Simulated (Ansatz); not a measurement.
# GeH3 (doublet): one geometry, many settings at distance Ge1–H3 = 1.539 Å

Aim: run GeH3 (doublet) at one geometry under a spread of methods and options, and see what each costs and gives.

Program: Ansatz 0.2.0, Gaussian basis. Level of theory: the settings change from run to run. These are calculated values, not measurements.

20 further runs of the same task are left out: 13 that didn't finish, 7 set aside as unsound or not needed. Runs told in other sessions of the task aren't counted.

**1. What is computed**

The geometry derives from a PBE0/def2-TZVP stationary point (not a proven minimum). One bond is set to the value named and the two fragments are kept rigid. No spin-orbit coupling is included. The filled d shell of Ge may be among the frozen orbitals whatever the setting's name suggests.

4 atoms, charge 0, spin multiplicity 2.

Atoms are counted from 1 here; the program's logs count them from 0.

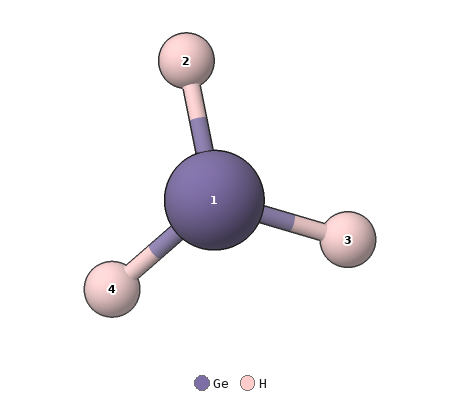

The geometry (germanium purple, hydrogen pink); atoms are numbered from 1 in the order of the file.

Geometry (Å):

```xyz
4
GeH3
Ge    0.0000    0.0000   -0.0187
H     1.4650    0.0169    0.4526
H    -0.7483    1.2611    0.4484
H    -0.7191   -1.2778    0.4488
```

**2. CCSDT(Q) on ROHF/cc-pVDZ**

File in.yaml:

```yaml
crystal:
  periodic: [false, false, false]
  atoms:
    - {symbol: Ge, position_ang: [0.000034, -0.000003, -0.018730]}
    - {symbol: H, position_ang: [1.465006, 0.016889, 0.452573]}
    - {symbol: H, position_ang: [-0.748285, 1.261093, 0.448403]}
    - {symbol: H, position_ang: [-0.719150, -1.277779, 0.448837]}
basis:
  gaussian: {orbitals: cc-pVDZ}
magnetization: {spin_polarized: false, initial_magnetization: 1}
correlation: {method: ccsdt_q, electrons: outside_noble_gas}
```

Command:

```
$ ansatz run in.yaml --threads 1 --pin off --events-out ev --progress --plain --max-ram 2393MiB
```

Output:

```text
Functional definition: HF
  name "HF"
  cite "Fock, Z. Phys. 61, 126 (1930) doi:10.1007/BF01340294"
  parent pbe
  exchange = exact_x
  correlation = 0
822 factors; integrals over basis functions are off by at most 1.4e-7 eV
mean field evaluation 1: about -56518.4424 eV, gradient 8.1e0 eV
mean field evaluation 2: about -56518.4444 eV, gradient 8.1e0 eV
mean field evaluation 4: about -56518.9416 eV, gradient 5.7e-1 eV
mean field evaluation 8: about -56518.9433 eV, gradient 6.0e-6 eV
mean field evaluation 16: about -56518.9430 eV, gradient 1.3e-1 eV
mean field -56518.94325987 eV, -2077.0328548846 hartree, gradient 1.4e-6 eV, S^2 0.750000; 0 other end points of the search recorded, 0 dependent functions left out
14 core orbitals not correlated: weight in the atoms' cores, before any rotation towards them, 0.999 or more for the frozen orbitals, at most 0.000 for the correlated occupied ones
reference -56518.94325987 eV, -2077.0328548846 hartree; 4, 3 occupied and 24, 25 virtual orbitals, 822 factors
second order -2.48130237 eV of doubles, -0.02529726 eV of singles
cycle   1  -3.01203145 eV  change   -5.1e-1 eV  update   5.6e-2
cycle   2  -3.25986366 eV  change   -2.5e-1 eV  update   2.3e-2
cycle   3  -3.27387714 eV  change   -1.4e-2 eV  update   6.4e-3
cycle   4  -3.27734686 eV  change   -3.5e-3 eV  update   2.6e-3
cycle   5  -3.27593680 eV  change    1.4e-3 eV  update   8.8e-4
cycle   6  -3.27589793 eV  change    3.9e-5 eV  update   3.5e-4
cycle   7  -3.27618954 eV  change   -2.9e-4 eV  update   1.3e-4
cycle   8  -3.27617408 eV  change    1.5e-5 eV  update   3.9e-5
cycle   9  -3.27615454 eV  change    2.0e-5 eV  update   1.4e-5
cycle  10  -3.27615940 eV  change   -4.9e-6 eV  update   5.5e-6
cycle  11  -3.27615976 eV  change   -3.7e-7 eV  update   1.8e-6
cycle  12  -3.27615963 eV  change    1.4e-7 eV  update   6.0e-7
perturbative correction -0.00115542 eV, -0.0000424608 hartree
Total energy: -56522.22057492 eV, -2077.1532939910 hartree
```

Run time: 4 s. Hardware: 1 thread of Arm Neoverse V2, shared host.

From the report: correlation -3.2773 eV; T1 0.015; largest double amplitude 0.04.

**3. BCCD/6-31G**

in.yaml, as its differences from that of step 2:

```diff
@@ -8,4 +8,5 @@
 basis:
-  gaussian: {orbitals: cc-pVDZ}
-magnetization: {spin_polarized: false, initial_magnetization: 1}
-correlation: {method: ccsdt_q, electrons: outside_noble_gas}
+  gaussian: {orbitals: 6-31G}
+magnetization: {spin_polarized: true, initial_magnetization: 1}
+hamiltonian: {xc: {name: r2SCAN}}
+correlation: {method: bccd, electrons: valence, diis_vectors: 2}
```

Launched as before.

Output (excerpt; [...] marks lines left out):

```text
Functional definition: r2SCAN
  name "r2SCAN"
  cite "Furness, Kaplan, Ning, Perdew & Sun, J. Phys. Chem. Lett. 11, 8208 (2020) doi:10.1021/acs.jpclett.0c02405"
  cite "Furness, Kaplan, Ning, Perdew & Sun, J. Phys. Chem. Lett. 11, 9248 (2020) doi:10.1021/acs.jpclett.0c03077"
  parent r2scan
[...]
346 factors; integrals over basis functions are off by at most 5.1e-4 eV
[...]
mean field -56555.10580071 eV, -2078.3618037487 hartree, gradient 1.9e-6 eV, S^2 0.752132; 0 other end points of the search recorded, 0 dependent functions left out
9 core orbitals not correlated: weight in the atoms' cores, before any rotation towards them, 1.000 or more for the frozen orbitals, at most 0.000 for the correlated occupied ones
reference -56509.95117648 eV, -2076.7024019149 hartree; 9, 8 occupied and 17, 18 virtual orbitals, 346 factors
second order -5.75619857 eV of doubles, -0.17072633 eV of singles
cycle   1  -5.72742533 eV  change    1.9e-1 eV  update   5.3e-2
[...]
cycle  12  -5.98141997 eV  change   -5.3e-6 eV  update   4.8e-6
Total energy: -56515.93259645 eV, -2076.9222150445 hartree
```

Wall time 2.3 s (1 thread of Arm Neoverse V2, shared host).

From the report: ⟨S²⟩ of the determinant 0.752 (pure doublet: 0.75); correlation -5.9814 eV; largest double amplitude 0.04.

**4. BCCD on UHF/def2-mTZVP**

in.yaml, as its differences from that of step 3:

```diff
@@ -8,5 +8,5 @@
 basis:
-  gaussian: {orbitals: 6-31G}
+  gaussian: {orbitals: def2-mTZVP}
 magnetization: {spin_polarized: true, initial_magnetization: 1}
-hamiltonian: {xc: {name: r2SCAN}}
-correlation: {method: bccd, electrons: valence, diis_vectors: 2}
+correlation: {method: bccd, electrons: outside_noble_gas}
+accuracy: high
```

The command is unchanged.

Output (excerpt; [...] marks lines left out):

```text
Functional definition: HF
  name "HF"
  cite "Fock, Z. Phys. 61, 126 (1930) doi:10.1007/BF01340294"
  parent pbe
[...]
801 factors; integrals over basis functions are off by at most 4.4e-9 eV
[...]
mean field -56519.66699110 eV, -2077.0594515168 hartree, gradient 9.6e-8 eV, S^2 0.753870; 0 other end points of the search recorded, 0 dependent functions left out
14 core orbitals not correlated: weight in the atoms' cores, before any rotation towards them, 0.999 or more for the frozen orbitals, at most 0.000 for the correlated occupied ones
reference -56519.66699110 eV, -2077.0594515168 hartree; 4, 3 occupied and 27, 28 virtual orbitals, 801 factors
second order -1.98898574 eV of doubles, -0.00000000 eV of singles
cycle   1  -2.40784238 eV  change   -4.2e-1 eV  update   5.5e-2
[...]
cycle  20  -2.59831574 eV  change  -6.3e-10 eV  update  6.2e-10
Total energy: -56522.26530684 eV, -2077.1549378590 hartree
```

Wall time 1.4 s (1 thread of Arm Neoverse V2, shared host).

From the report: ⟨S²⟩ of the determinant 0.754 (pure doublet: 0.75); correlation -2.5983 eV; largest double amplitude 0.03.

**5. CCSD on ROHF/cc-pVDZ**

in.yaml, as its differences from that of step 4:

```diff
@@ -8,5 +8,6 @@
 basis:
-  gaussian: {orbitals: def2-mTZVP}
-magnetization: {spin_polarized: true, initial_magnetization: 1}
-correlation: {method: bccd, electrons: outside_noble_gas}
-accuracy: high
+  gaussian: {orbitals: cc-pVDZ}
+magnetization: {spin_polarized: false, initial_magnetization: 1}
+correlation: {method: ccsd, electrons: all, diis_vectors: 4}
+scf: {omitted_lower_state_checks: [cluster_reference]}
+output: {forces: true}
```

The command is unchanged.

Output (excerpt; [...] marks lines left out):

```text
Functional definition: HF
  name "HF"
  cite "Fock, Z. Phys. 61, 126 (1930) doi:10.1007/BF01340294"
  parent pbe
[...]
455 factors; integrals over basis functions are off by at most 1.0e-3 eV
[...]
mean field -56518.94316432 eV, -2077.0328513731 hartree, gradient 1.2e-6 eV, S^2 0.750000; 0 other end points of the search recorded, 0 dependent functions left out
reference -56518.94316432 eV, -2077.0328513731 hartree; 18, 17 occupied and 24, 25 virtual orbitals, 455 factors
second order -3.27248434 eV of doubles, -0.02860457 eV of singles
cycle   1  -3.74697445 eV  change   -4.5e-1 eV  update   5.6e-2
[...]
cycle  10  -3.96634983 eV  change    6.5e-6 eV  update   3.1e-6
[...]
Total energy: -56522.90951415 eV, -2077.1786120408 hartree
Atom 0 at     0.000034    -0.000003    -0.018730 Å, force    -0.000015     0.000000     0.002462 eV/Å
Atom 1 at     1.465006     0.016889     0.452573 Å, force    -0.000402    -0.000005    -0.000819 eV/Å
Atom 2 at    -0.748285     1.261093     0.448403 Å, force     0.000212    -0.000356    -0.000821 eV/Å
Atom 3 at    -0.719150    -1.277779     0.448837 Å, force     0.000204     0.000361    -0.000822 eV/Å
Dipole moment:     0.000038    -0.000003    -0.021115 e Å
Checks for a lower state left out: cluster_reference
```

Wall time 7 s (1 thread of Arm Neoverse V2, shared host).

From the report: correlation -3.9663 eV; T1 0.008; largest double amplitude 0.03.

**6. CCSDT on UHF/def2-SVP**

File in.yaml:

```yaml
crystal:
  periodic: [false, false, false]
  atoms:
    - {symbol: Ge, position_ang: [0.000034, -0.000003, -0.018730]}
    - {symbol: H, position_ang: [1.465006, 0.016889, 0.452573]}
    - {symbol: H, position_ang: [-0.748285, 1.261093, 0.448403]}
    - {symbol: H, position_ang: [-0.719150, -1.277779, 0.448837]}
basis:
  gaussian: {orbitals: def2-SVP, fitting: {mean_field: def2-universal-jkfit}, point_charges: [{charge: -0.50, position_ang: [4.932, 0.229, -0.424]}]}
magnetization: {spin_polarized: true, initial_magnetization: 1}
correlation: {method: ccsdt, electrons: outside_noble_gas}
scf: {lower_state_search: off}
output: {forces: true}
```

The command is unchanged.

Output (excerpt; [...] marks lines left out):

```text
Functional definition: HF
  name "HF"
  cite "Fock, Z. Phys. 61, 126 (1930) doi:10.1007/BF01340294"
  parent pbe
[...]
320 factors; integrals over basis functions are off by at most 3.8e-1 eV
[...]
mean field -56512.72317488 eV, -2076.8042709774 hartree, gradient 1.7e-6 eV, S^2 0.754152; 0 other end points of the search recorded, 0 dependent functions left out
14 core orbitals not correlated: weight in the atoms' cores, before any rotation towards them, 1.000 or more for the frozen orbitals, at most 0.000 for the correlated occupied ones
reference -56512.72317488 eV, -2076.8042709774 hartree; 4, 3 occupied and 29, 30 virtual orbitals, 320 factors
second order -2.47793646 eV of doubles, -0.00000000 eV of singles
cycle   1  -2.97141747 eV  change   -4.9e-1 eV  update   5.5e-2
[...]
cycle  12  -3.23603647 eV  change    1.3e-7 eV  update   5.7e-7
[...]
Total energy: -56515.95921135 eV, -2076.9231931242 hartree
Atom 0 at     0.000034    -0.000003    -0.018730 Å, force     0.226755     0.007213    -0.075687 eV/Å
Atom 1 at     1.465006     0.016889     0.452573 Å, force     0.007311    -0.000559    -0.023081 eV/Å
Atom 2 at    -0.748285     1.261093     0.448403 Å, force    -0.110698     0.076167     0.047492 eV/Å
Atom 3 at    -0.719150    -1.277779     0.448837 Å, force    -0.110364    -0.082258     0.049218 eV/Å
Dipole moment:     0.101664     0.003907    -0.014343 e Å
Checks for a lower state left out: starts, cluster_reference, orbital_swaps, neighbouring_geometries, increment
```

Run time: 13 s. Hardware: 1 thread of Arm Neoverse V2, shared host; peak memory 0.32 GiB.

From the report: ⟨S²⟩ of the determinant 0.754 (pure doublet: 0.75); correlation -3.2360 eV; T1 0.011; largest double amplitude 0.05.

**7. All runs side by side**

| level | correlated | functions | energy (eV) | time |
| --- | --- | --- | --- | --- |
| CCSDT(Q) on ROHF/cc-pVDZ | outside noble gas | 42 | -56522.2206 | 4 s |
| BCCD/6-31G (on r2SCAN orbitals) | valence | 35 | -56515.9326 | 2.3 s |
| BCCD on UHF/def2-mTZVP | outside noble gas | 45 | -56522.2653 | 1.4 s |
| CCSD on ROHF/cc-pVDZ | all | 42 | -56522.9095 | 7 s |
| CCSDT on UHF/def2-SVP (beside a point charge) | outside noble gas | 47 | -56515.9592 | 13 s |

**8. Outcome**

| quantity | value |
| --- | --- |
| runs | 5 |
| quickest | BCCD on UHF/def2-mTZVP, 1.4 s |
| slowest | CCSDT on UHF/def2-SVP (beside a point charge), 13 s |

What this shows: Total energies in different bases, with other cores or another treatment of relativity can't be set against each other. «valence» and «outside noble gas» are the program's key words; the logs give how many orbitals each freezes, and for Ga to Kr the 3d shell needn't follow the word's plain sense. CCSDT on UHF/def2-SVP (beside a point charge) took 9 times as long as BCCD on UHF/def2-mTZVP; the jobs differ in more than the method.
